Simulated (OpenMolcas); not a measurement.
**Run report: SiF₂, single-point calculation (part 2 of 2)**

Continued. System: SiF₂. Method: CASSCF/ANO-RCC-VDZ, DKH2 (OpenMolcas 26.06). The geometry comes from this level: PBE0-D4/def2-TZVP.

Geometry of the input (Å):
```
F  0.1663  1.2468  0.2294
Si -0.5949  -0.0464  -0.3301
F  0.4286  -1.2004  0.1007
```

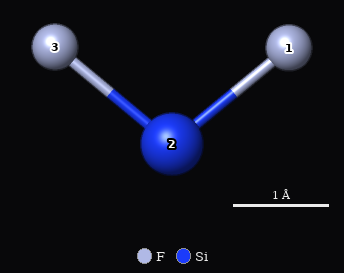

**Figure 1.** The structure as given in the input (ball-and-stick view, seen on its broad side; atoms are numbered from 1 in the order of the input).

Log, continued
```
++    Natural Bond Order analysis
      ---------------------------
      Based on LoProp computed density
      -------------------------------------------------------------------------------------
      Atom A       Atom B       Bond Order
      -------------------------------------------------------------------------------------
      NBO located      0.934 non-bonded electrons on atom F1
      NBO located      0.999 non-bonded electrons on atom F1
      NBO located      0.991 non-bonded electrons on atom SI2
      NBO located      1.000 non-bonded electrons on atom SI2
      NBO located      0.999 non-bonded electrons on atom SI2
      NBO located      0.999 non-bonded electrons on atom SI2
      NBO located      0.997 non-bonded electrons on atom SI2
      NBO located      0.936 non-bonded electrons on atom F3
      NBO located      0.999 non-bonded electrons on atom F3
      The remaining    7.299 electrons are to be considered as diffuse
--

--

      Average orbitals are written to the RASORB file
      Natural orbitals for root   1 are written to the RASORB.1 file
      Spin density orbitals for root   1 are written to the SPDORB.1 file

--- Stop Module: rasscf /rc=_RC_ALL_IS_WELL_ ---
--- Module rasscf spent 6 seconds ---

>>> COPY step2.RunFile RUNFIL1

>>> COPY step2.RasOrb INPORB

--- Start Module: gateway ---

                                              &GATEWAY

                       available to each process: 1.9 GB of memory, 1 thread

++    Symmetry information:
      ---------------------

                    Character Table for C1

                             E
                    a        1  x, y, xy, Rz, z, xz, Ry, yz, Rx, I
--

++    Basis set information:
      ----------------------

      Basis set label: F.ANO-RCC...3S2P.

      Electronic valence basis set:
      ------------------
      Associated Effective Charge   9.000000 au
      Associated Actual Charge      9.000000 au
      Nuclear Model: Point charge

      Shell  nPrim  nBasis  Cartesian Spherical Contaminant
         s      14       3        X
         p       9       2        X

      Basis set label: SI.ANO-RCC...4S3P.

      Electronic valence basis set:
      ------------------
      Associated Effective Charge  14.000000 au
      Associated Actual Charge     14.000000 au
      Nuclear Model: Point charge

      Shell  nPrim  nBasis  Cartesian Spherical Contaminant
         s      17       4        X
         p      12       3        X

      Basis set label: F.ANO-RCC...3S2P.

      Electronic valence basis set:
      ------------------
      Associated Effective Charge   9.000000 au
      Associated Actual Charge      9.000000 au
      Nuclear Model: Point charge

      Shell  nPrim  nBasis  Cartesian Spherical Contaminant
         s      14       3        X
         p       9       2        X
--

++    Molecular structure info:
      -------------------------

                    ************************************************
                    **** Cartesian Coordinates / bohr, angstrom ****
                    ************************************************

     Center  Label                x              y              z                     x              y              z
        1      F1               0.314261       2.356111       0.433503              0.166300       1.246800       0.229400
        2      SI2             -1.124198      -0.087683      -0.623799             -0.594900      -0.046400      -0.330100
        3      F3               0.809937      -2.268427       0.190295              0.428600      -1.200400       0.100700

                    ***************************************
                    *    InterNuclear Distances / bohr    *
                    ***************************************

               1 F1            2 SI2           3 F3
    1 F1       0.000000
    2 SI2      3.026414        0.000000
    3 F3       4.657381        3.026429        0.000000

                    *******************************************
                    *    InterNuclear Distances / angstrom    *
                    *******************************************

               1 F1            2 SI2           3 F3
    1 F1       0.000000
    2 SI2      1.601509        0.000000
    3 F3       2.464580        1.601517        0.000000
--

            Nuclear Potential Energy            100.65841358 au

--- Stop Module: gateway /rc=_RC_ALL_IS_WELL_ ---

--- Start Module: seward ---

                                              &SEWARD

                       available to each process: 1.9 GB of memory, 1 thread

               SEWARD will generate:
                  Multipole Moment integrals up to order  2
                  Kinetic Energy integrals
                  Nuclear Attraction integrals (point charge)
                  One-Electron Hamiltonian integrals
                  Velocity integrals
                  Relativistic Douglas-Kroll-Hess integrals:
                    - Parametrization         : EXP
                    - DKH order of Hamiltonian: 2
                    - DKH order of Properties : 0
                         - multipole moment operators
                         - electric potential operators
                         - contact operators
                  Orbital angular momentum around ( -0.1530  -0.0119  -0.0849 )
                  Velocity quadrupole around ( -0.1530  -0.0119  -0.0849 )
                  Atomic mean-field integrals
                  RI decomposed two-electron repulsion integrals stored Cholesky style
                   - acCD auxiliary basis
                   - CD Threshold:   1.00E-04

                   Integrals are discarded if absolute value <: 1.00E-14
                   Integral cutoff threshold is set to       <: 1.00E-16

            Nuclear Potential Energy            100.65841358 au

      Basis set specifications :
      Symmetry species         a
      Basis functions           31

--- Stop Module: seward /rc=_RC_ALL_IS_WELL_ ---

>>> COPY step2.RunFile RUNFIL2

--- Start Module: expbas ---

                                              &EXPBAS

                       available to each process: 1.9 GB of memory, 1 thread

 Header on input orbitals file:
* RASSCF average (pseudo-natural) orbitals

 Information from input runfile
           Number of symmetries    1
      Number of basis functions   19

 Information from expanded basis set runfile
           Number of symmetries    1
      Number of basis functions   31
 New orbitals have been built in file EXPORB
--- Stop Module: expbas /rc=_RC_ALL_IS_WELL_ ---

--- Start Module: rasscf ---

                                              &RASSCF

                       available to each process: 1.9 GB of memory, 1 thread

      Header of the ONEINT file:
      --------------------------

      OrdInt status: non-squared

      Cartesian coordinates in angstrom:
      -----------------------------------------------------
      No.  Label        X            Y            Z
      -----------------------------------------------------
       1   F1         0.16630000   1.24680000   0.22940000
       2   SI2       -0.59490000  -0.04640000  -0.33010000
       3   F3         0.42860000  -1.20040000   0.10070000
      -----------------------------------------------------
      Nuclear repulsion energy =  100.65841358

++    Wave function specifications:
      -----------------------------

      Number of closed shell electrons          14
      Number of electrons in active shells      18
      Max number of holes in RAS1 space          0
      Max nr of electrons in RAS3 space          0
      Number of inactive orbitals                7
      Number of active orbitals                 12
      Number of secondary orbitals              12
      Spin quantum number                      0.0
      State symmetry                             1
--

++    Orbital specifications:
      -----------------------

      Symmetry species                           1
                                                 a
      Frozen orbitals                            0
      Inactive orbitals                          7
      Active orbitals                           12
      RAS1 orbitals                              0
      RAS2 orbitals                             12
      RAS3 orbitals                              0
      Secondary orbitals                        12
      Deleted orbitals                           0
      Number of basis functions                 31
--

++    CI expansion specifications:
      ----------------------------

      Number of CSFs                         15730
      Number of spin combinations            24310
      Number of determinants                 48400
      Number of root(s) required                 1
      Root chosen for geometry opt.              1
      CI root used                               1

      highest root included in the CI            1
      max. size of the explicit Hamiltonian    200
--

++    Optimization specifications:
      ----------------------------

      RASSCF algorithm: LK RI/DF
      Maximum number of macro iterations       200
      Maximum number of SX iterations          100
      Threshold for RASSCF energy            1.000E-08
      Threshold for max MO rotation          1.000E-01
      Threshold for max BLB element          1.000E-04
      Level shift parameter                  5.000E-01
      Make Quasi-Newton update
--

      The MO-coefficients are taken from the file:
      step2.ExpOrb
      Title:Basis set expanded orbital file EXPORB

      Total molecular charge    0.00

      ************************************************************************************************************************
      *                                            Wave function control section                                             *
      ************************************************************************************************************************

                                         RASSCF iterations: Energy and convergence statistics
                                         ----------------------------------------------------

          iter iter root      energy       change     param      element    value   shift minimum  type update hh:mm:ss
 Nr of preliminary CI iterations:   6
        1   1   15    1  -488.62046519    0.00E+00   1.64E-01*  15  26 1 -1.39E-01*  0.00   0.00    SX    NO    0:00:01
        2   5   29    1  -488.72306930   -1.03E-01* -8.57E-02   15  26 1 -3.51E-02*  0.00   0.00    SX    NO    0:00:01
        3   3   12    1  -488.73448007   -1.14E-02*  5.58E-02   16  24 1 -9.98E-03*  0.00   0.00    SX    NO    0:00:00
        4   4   13    1  -488.73729144   -2.81E-03* -3.97E-02   11  26 1  4.21E-03*  0.00   0.00    SX    NO    0:00:00
        5   4   13    1  -488.73827697   -9.86E-04* -4.46E-02   13  31 1 -2.98E-03*  0.00   2.40    LS   YES    0:00:00
        6   4   13    1  -488.73877230   -4.95E-04* -1.68E-02   13  23 1 -3.28E-03*  0.00   1.27    QN   YES    0:00:00
        7   4   11    1  -488.73885261   -8.03E-05* -6.93E-03   13  23 1 -1.65E-03*  0.00   1.42    LS   YES    0:00:00
        8   4   12    1  -488.73886058   -7.98E-06* -2.80E-03   16  24 1  1.10E-03*  0.00   1.05    QN   YES    0:00:00
        9   4   11    1  -488.73886851   -7.92E-06* -1.33E-03   16  24 1  2.52E-04*  0.00   1.39    QN   YES    0:00:01
       10   4    9    1  -488.73886947   -9.59E-07* -3.37E-04   16  24 1 -4.24E-05   0.00   1.09    QN   YES    0:00:00
       11   4    8    1  -488.73886952   -5.47E-08* -2.86E-04   16  24 1 -3.41E-05   0.00   1.60    QN   YES    0:00:00
       12   3    6    1  -488.73886954   -1.65E-08* -7.24E-05    3  18 1 -1.03E-05   0.00   1.14    QN   YES    0:00:00
       13   2    6    1  -488.73886954   -1.59E-09   3.41E-05   10  24 1 -4.40E-06   0.00   1.27    QN   YES    0:00:00
      Convergence after 13 iterations
       14   2    6    1  -488.73886954   -5.67E-10   3.41E-05   16  24 1  1.52E-06   0.00   1.27    QN   YES    0:00:00

      ************************************************************************************************************************
                                                      Wave function printout:
                       occupation of active orbitals, and spin coupling of open shells (u,d: Spin up or down)
      ************************************************************************************************************************

      Note: transformation to natural orbitals
      has been made, which may change the order of the CSFs.

      printout of CI-coefficients larger than  0.05 for root  1
      energy=    -488.738870
      conf/sym  111111111111     Coeff  Weight
             1  222222222000   0.97961 0.95964
            62  222222uu2d0d  -0.05874 0.00345
           816  22u222u22dd0  -0.05014 0.00251
           863  22u2222d20ud   0.06569 0.00431

      Natural orbitals and occupation numbers for root  1
      sym 1:   1.999788   1.999788   1.979670   1.994909   1.996736   1.989002   1.984002   1.978545   1.994352   0.028891
               0.025421   0.028896

      ************************************************************************************************************************
      *                                                    Final results                                                     *
      ************************************************************************************************************************

++    Final optimization conditions:
      ------------------------------

      Average CI energy                            -488.73886954
      RASSCF energy for state  1                   -488.73886954
      Super-CI energy                                -0.00000000
      RASSCF energy change                            0.00000000
      Max change in MO coefficients              -5.096E-05
      Max non-diagonal density matrix element     3.413E-05
      Maximum BLB matrix element                  1.517E-06
      (orbital pair  16,  24 in symmetry   1)
      Norm of electronic gradient            3.680E-06
--

      Final state energy(ies):
      ------------------------

::    RASSCF root number  1 Total energy:   -488.73886954
      Von Neumann Entropy (Root   1) =  0.31646

      Mulliken population analysis for root number:  1
      -----------------------------------------------

++    Molecular charges:
      ------------------

      Mulliken charges per centre
      ---------------------------

                F1      SI2     F3
      Total    9.5488 12.9024  9.5488

      N-E     -0.5488  1.0976 -0.5488

      Total electronic charge=   32.000000

      Total            charge=   -0.000000
--

      Expectation values of various properties for root number:  1
      -----------------------------------------------------------

++    Molecular properties:
      ---------------------

      Charge (e):
                      =   -0.0000
      Dipole Moment (debye):
      Origin of the operator (angstrom)=   -0.0810   -0.0063   -0.0449
                   X= -1.6626E+00               Y= -1.2966E-01               Z= -9.2253E-01           Total=  1.9058E+00
      Quadrupole Moment (debye*angstrom):
      Origin of the operator (angstrom)=   -0.0810   -0.0063   -0.0449
                  XX= -2.4235E+01              XY=  5.8405E-01              XZ= -2.3609E+00              YY= -2.8430E+01
                  YZ= -6.4070E-01              ZZ= -2.1155E+01
      In traceless form (debye*angstrom)
                  XX=  5.5699E-01              XY=  8.7607E-01              XZ= -3.5414E+00              YY= -5.7346E+00
                  YZ= -9.6105E-01              ZZ=  5.1776E+00
--

      LoProp population analysis for root number:  1
      -----------------------------------------------

++    LoProp analysis:
      ----------------

++    Static properties:
      ------------------

      LoProp Charges per center

                   F1       SI2      F3
      Nuclear      9.0000  14.0000   9.0000
      Electronic  -9.4583 -13.0835  -9.4583

      Total       -0.4583   0.9165  -0.4583
--

      Natural Bond Order analysis for root number:  1

++    Natural Bond Order analysis
      ---------------------------
      Based on LoProp computed density
      -------------------------------------------------------------------------------------
      Atom A       Atom B       Bond Order
      -------------------------------------------------------------------------------------
      NBO located      1.000 non-bonded electrons on atom F1
      NBO located      0.993 non-bonded electrons on atom F1
      NBO located      0.984 non-bonded electrons on atom F1
      NBO located      0.989 non-bonded electrons on atom SI2
      NBO located      1.000 non-bonded electrons on atom SI2
      NBO located      0.999 non-bonded electrons on atom SI2
      NBO located      0.998 non-bonded electrons on atom SI2
      NBO located      0.997 non-bonded electrons on atom SI2
      NBO located      1.000 non-bonded electrons on atom F3
      NBO located      0.994 non-bonded electrons on atom F3
      NBO located      0.984 non-bonded electrons on atom F3
      The remaining    5.080 electrons are to be considered as diffuse
--

--

      Average orbitals are written to the RASORB file
      Natural orbitals for root   1 are written to the RASORB.1 file
      Spin density orbitals for root   1 are written to the SPDORB.1 file

--- Stop Module: rasscf /rc=_RC_ALL_IS_WELL_ ---
--- Module rasscf spent 14 seconds ---

.##################.
.# Happy landing! #.
.##################.

    Timing: Wall=24.18 User=22.03 System=1.95
```

Results in brief

- outcome: converged
- total energy: −488.738870 hartree
- CASSCF energy: −488.738870 hartree
- basis functions: 31
- wall time: 25 s
- peak memory: 0.37 GiB

The record of the run, not the program, notes: an active orbital is nearly full or empty.
